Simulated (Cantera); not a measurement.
Feed: 1 mol SiH2Cl2, 6.3 mol N2, a varied amount of H2, held at 627 °C and 0.143 Torr.

These are equilibrium values from Cantera (NASA tables, ideal gas, pure condensed phases), not measurements of a reactor. Candidate condensed phases: NH4Cl, Si, Si3N4; 28 gas species. N2 is the only nitrogen source here; it is nearly inert below about 1500 K, so the nitride shown seldom forms there in practice. The numbers say what is thermodynamically allowed, not how fast it happens.

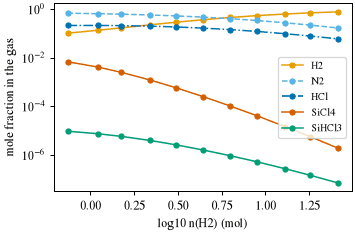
Equilibrium gas composition (values under 1e-9 drawn at 1e-9)

Problem. Read off the mole fractions at 4.4 mol H2.

Solution. N2 about 0.47, H2 about 0.37, HCl about 0.17, SiCl4 about 0.00025, SiHCl3 about 1.6e-6.
